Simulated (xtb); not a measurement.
# B$_{2}$NH$_{5}$: geometry relaxation (part 1 of 3)

- system: B$_{2}$NH$_{5}$
- method: GFN2-xTB (xtb 6.7.1)

The geometry comes from this level: PBE0-D4/def2-TZVP.

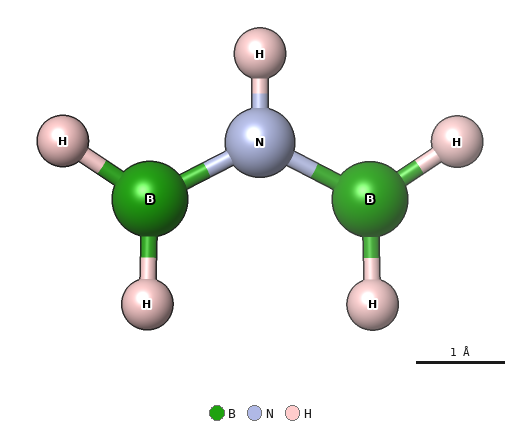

**Figure 1.** The input geometry (ball-and-stick view, seen on its broad side). Bond lengths as drawn: B–H 1.19 to 1.20 Å, B–N 1.42 Å and H–N 1.01 Å.

## The input (input.xyz)
```
8

B     -0.828200     0.654900    -0.693300
N      0.260000     0.377700     0.170800
B      0.695200    -0.910900     0.567700
H     -1.449400    -0.261400    -1.140100
H     -1.097800     1.791200    -0.954100
H      0.771000     1.169500     0.536500
H      1.631600    -1.014200     1.305600
H      0.109700    -1.864100     0.150900
```

## File xcontrol
```
$chrg 0
$spin 0
$end
```

Run on 1 thread of Arm Neoverse V1, 24 GiB of memory available, shared host.

Command:
```bash
xtb input.xyz --ohess vtight --gfn2 --input xcontrol > xtb.out
```

## The program's output
```
* xtb version 6.7.1
   ID    Z sym.   atoms
    1    5 B      1, 3
    2    7 N      2
    3    1 H      4-8

           -------------------------------------------------
          |                Calculation Setup                |
           -------------------------------------------------

          program call               : xtb input.xyz --ohess vtight --gfn2 --input xcontrol
          coordinate file            : input.xyz
          omp threads                :                     1

           -------------------------------------------------
          |                 G F N 2 - x T B                 |
           -------------------------------------------------

      * Hamiltonian:
        H0-scaling (s, p, d)           1.850000    2.230000    2.230000
        zeta-weighting                 0.500000
      * Dispersion:
        s8                             2.700000
        a1                             0.520000
        a2                             5.000000
        s9                             5.000000
      * Repulsion:
        kExp                           1.500000    1.000000
        rExp                           1.000000
      * Coulomb:
        alpha                          2.000000
        third order                    shell-resolved
        anisotropic                    true
        a3                             3.000000
        a5                             4.000000
        cn-shift                       1.200000
        cn-exp                         4.000000
        max-rad                        5.000000

          ...................................................
          :                      SETUP                      :
          :.................................................:
          :  # basis functions                  17          :
          :  # atomic orbitals                  17          :
          :  # shells                           11          :
          :  # electrons                        16          :
          :  max. iterations                   250          :
          :  Hamiltonian                  GFN2-xTB          :
          :  restarted?                      false          :
          :  GBSA solvation                  false          :
          :  PC potential                    false          :
          :  electronic temp.          300.0000000     K    :
          :  accuracy                    1.0000000          :
          :  -> integral cutoff          0.2500000E+02      :
          :  -> integral neglect         0.1000000E-07      :
          :  -> SCF convergence          0.1000000E-05 Eh   :
          :  -> wf. convergence          0.1000000E-03 e    :
          :  Broyden damping             0.4000000          :
          :  net charge                          0          :
          :  unpaired electrons                  0          :
          ...................................................

 iter      E             dE          RMSdq      gap      omega  full diag
   1     -7.8863430 -0.788634E+01  0.111E+01    5.36       0.0  T
   2     -8.0615892 -0.175246E+00  0.750E+00    4.18       1.0  T
   3     -8.0729148 -0.113256E-01  0.313E+00    4.33       1.0  T
   4     -8.0752811 -0.236626E-02  0.835E-01    4.28       1.0  T
   5     -8.0783141 -0.303303E-02  0.300E-01    4.50       1.0  T
   6     -8.0785049 -0.190765E-03  0.139E-01    4.42       1.0  T
   7     -8.0786173 -0.112388E-03  0.227E-02    4.45       1.6  T
   8     -8.0786163  0.103439E-05  0.143E-02    4.44       2.5  T
   9     -8.0786180 -0.168980E-05  0.196E-03    4.45      18.0  T
  10     -8.0786180 -0.251929E-07  0.742E-04    4.45      47.6  T
  11     -8.0786180 -0.485146E-08  0.142E-04    4.45     248.4  T

   *** convergence criteria satisfied after 11 iterations ***

         #    Occupation            Energy/Eh            Energy/eV
      -------------------------------------------------------------
         1        2.0000           -0.5967638             -16.2388
         2        2.0000           -0.5256382             -14.3033
         3        2.0000           -0.5154195             -14.0253
         4        2.0000           -0.4704245             -12.8009
         5        2.0000           -0.4449289             -12.1071
         6        2.0000           -0.4426684             -12.0456
         7        2.0000           -0.4158908             -11.3170
         8        2.0000           -0.4130560             -11.2398 (HOMO)
         9                         -0.2496116              -6.7923 (LUMO)
        10                         -0.1696646              -4.6168
        11                          0.0892997               2.4300
        12                          0.2270083               6.1772
        13                          0.2862567               7.7894
       ...                                ...                  ...
        17                          0.4727127              12.8632
      -------------------------------------------------------------
                  HL-Gap            0.1634444 Eh            4.4475 eV
             Fermi-level           -0.3313338 Eh           -9.0161 eV

 SCC (total)                   0 d,  0 h,  0 min,  0.002 sec
 SCC setup                      ...        0 min,  0.000 sec (  2.557%)
 Dispersion                     ...        0 min,  0.000 sec (  1.111%)
 classical contributions        ...        0 min,  0.000 sec (  0.292%)
 integral evaluation            ...        0 min,  0.000 sec ( 10.267%)
 iterations                     ...        0 min,  0.001 sec ( 59.368%)
 molecular gradient             ...        0 min,  0.000 sec ( 22.358%)
 printout                       ...        0 min,  0.000 sec (  3.546%)

         :::::::::::::::::::::::::::::::::::::::::::::::::::::
         ::                     SUMMARY                     ::
         :::::::::::::::::::::::::::::::::::::::::::::::::::::
         :: total energy              -7.986051575747 Eh    ::
         :: gradient norm              0.025317094910 Eh/a0 ::
         :: HOMO-LUMO gap              4.447549377457 eV    ::
         ::.................................................::
         :: SCC energy                -8.078617709182 Eh    ::
         :: -> isotropic ES            0.043488501370 Eh    ::
         :: -> anisotropic ES          0.009034080055 Eh    ::
         :: -> anisotropic XC          0.002071680937 Eh    ::
         :: -> dispersion             -0.002832941767 Eh    ::
         :: repulsion energy           0.092566133435 Eh    ::
         :: add. restraining           0.000000000000 Eh    ::
         :: total charge              -0.000000000000 e     ::
         :::::::::::::::::::::::::::::::::::::::::::::::::::::

      -----------------------------------------------------------
     |                   =====================                   |
     |                        A N C O P T                        |
     |                   =====================                   |
     |               Approximate Normal Coordinate               |
     |                Rational Function Optimizer                |
      -----------------------------------------------------------

          ...................................................
          :                      SETUP                      :
          :.................................................:
          :   optimization level         verytight          :
          :   max. optcycles                   200          :
          :   ANC micro-cycles                  20          :
          :   degrees of freedom                18          :
          :.................................................:
          :   RF solver                   davidson          :
          :   write xtbopt.log                true          :
          :   linear?                        false          :
          :   energy convergence         0.1000000E-06 Eh   :
          :   grad. convergence          0.2000000E-03 Eh/α :
          :   maximum RF displ.          1.0000000          :
          :   Hlow (freq-cutoff)         0.1000000E-01      :
          :   Hmax (freq-cutoff)         5.0000000          :
          :   S6 in model hess.         20.0000000          :
          ...................................................

generating ANC from exact Hessian ...
Using Lindh-Hessian (1995)
 Shifting diagonal of input Hessian by    5.1329242258576439E-003
 Lowest  eigenvalues of input Hessian
    0.000000    0.000000    0.000000    0.000000    0.000000    0.000000
    0.010000    0.012016    0.023021    0.029886    0.034336    0.057759
    0.059943    0.077043    0.084447    0.144809    0.193221    0.265728
 Highest eigenvalues
    0.451112    0.792816    0.865822    0.905816    1.515280    1.674696

........................................................................
.............................. CYCLE    1 ..............................
........................................................................

 iter      E             dE          RMSdq      gap      omega  full diag
   1     -8.0786180 -0.807862E+01  0.139E-04    4.45       0.0  T
   2     -8.0786180 -0.995826E-10  0.478E-05    4.45     740.1  T
   3     -8.0786180 -0.158185E-10  0.157E-05    4.45    2247.5  T
     SCC iter.                  ...        0 min,  0.000 sec
     gradient                   ...        0 min,  0.000 sec
 * total energy  :    -7.9860516 Eh     change       -0.1407034E-09 Eh
   gradient norm :     0.0253172 Eh/α   predicted     0.0000000E+00 (-100.00%)
   displ. norm   :     0.1001363 α      lambda       -0.1980923E-02
   maximum displ.:     0.0776634 α      in ANC's #12, #3, #10, ...

........................................................................
.............................. CYCLE    2 ..............................
........................................................................

 iter      E             dE          RMSdq      gap      omega  full diag
   1     -8.0880544 -0.808805E+01  0.168E-01    4.47       0.0  T
   2     -8.0880613 -0.688621E-05  0.978E-02    4.48       1.0  T
   3     -8.0880599  0.138825E-05  0.316E-02    4.48       1.1  T
   4     -8.0880624 -0.246276E-05  0.299E-03    4.48      11.8  T
   5     -8.0880624 -0.153669E-08  0.110E-03    4.48      32.1  T
   6     -8.0880624 -0.482560E-09  0.132E-04    4.48     268.2  T
   7     -8.0880624 -0.152376E-10  0.737E-05    4.48     479.5  T
     SCC iter.                  ...        0 min,  0.001 sec
     gradient                   ...        0 min,  0.000 sec
 * total energy  :    -7.9873139 Eh     change       -0.1262352E-02 Eh
   gradient norm :     0.0072929 Eh/α   predicted    -0.1000395E-02 ( -20.75%)
   displ. norm   :     0.0535541 α      lambda       -0.2201969E-03
   maximum displ.:     0.0448386 α      in ANC's #3, #12, #14, ...

........................................................................
.............................. CYCLE    3 ..............................
........................................................................

 iter      E             dE          RMSdq      gap      omega  full diag
   1     -8.0910854 -0.809109E+01  0.516E-02    4.50       0.0  T
   2     -8.0910862 -0.731455E-06  0.301E-02    4.50       1.2  T
   3     -8.0910861  0.111515E-06  0.981E-03    4.50       3.6  T
   4     -8.0910863 -0.227689E-06  0.130E-03    4.50      27.1  T
   5     -8.0910863 -0.240870E-09  0.464E-04    4.50      76.2  T
   6     -8.0910863 -0.642508E-10  0.581E-05    4.50     608.6  T
     SCC iter.                  ...        0 min,  0.000 sec
     gradient                   ...        0 min,  0.000 sec
 * total energy  :    -7.9874310 Eh     change       -0.1170295E-03 Eh
   gradient norm :     0.0018111 Eh/α   predicted    -0.1104147E-03 (  -5.65%)
   displ. norm   :     0.0406162 α      lambda       -0.1921431E-04
   maximum displ.:     0.0386109 α      in ANC's #3, #10, #5, ...

........................................................................
.............................. CYCLE    4 ..............................
........................................................................

 iter      E             dE          RMSdq      gap      omega  full diag
   1     -8.0909391 -0.809094E+01  0.395E-02    4.49       0.0  T
   2     -8.0909391 -0.442204E-07  0.246E-02    4.49       1.4  T
   3     -8.0909391 -0.178031E-07  0.154E-03    4.49      22.9  T
   4     -8.0909391 -0.235479E-08  0.819E-04    4.49      43.2  T
   5     -8.0909391 -0.525688E-09  0.215E-04    4.49     164.2  T
     SCC iter.                  ...        0 min,  0.000 sec
     gradient                   ...        0 min,  0.000 sec
 * total energy  :    -7.9874457 Eh     change       -0.1476709E-04 Eh
   gradient norm :     0.0010385 Eh/α   predicted    -0.9614552E-05 ( -34.89%)
   displ. norm   :     0.0510897 α      lambda       -0.1806110E-04
   maximum displ.:     0.0429043 α      in ANC's #3, #5, #10, ...

........................................................................
.............................. CYCLE    5 ..............................
........................................................................

 iter      E             dE          RMSdq      gap      omega  full diag
   1     -8.0903934 -0.809039E+01  0.997E-02    4.47       0.0  T
   2     -8.0903936 -0.259846E-06  0.623E-02    4.47       1.0  T
   3     -8.0903937 -0.109511E-06  0.383E-03    4.47       9.2  T
   4     -8.0903938 -0.229002E-07  0.208E-03    4.47      17.0  T
   5     -8.0903938 -0.166681E-08  0.351E-04    4.47     100.6  T
   6     -8.0903938 -0.295355E-10  0.807E-05    4.47     438.1  T
     SCC iter.                  ...        0 min,  0.000 sec
     gradient                   ...        0 min,  0.000 sec
 * total energy  :    -7.9874265 Eh     change        0.1922219E-04 Eh
   gradient norm :     0.0021231 Eh/α   predicted    -0.9042185E-05 (-147.04%)
   displ. norm   :     0.0244647 α      lambda       -0.3138105E-04
   maximum displ.:     0.0205826 α      in ANC's #3, #5, #10, ...
```
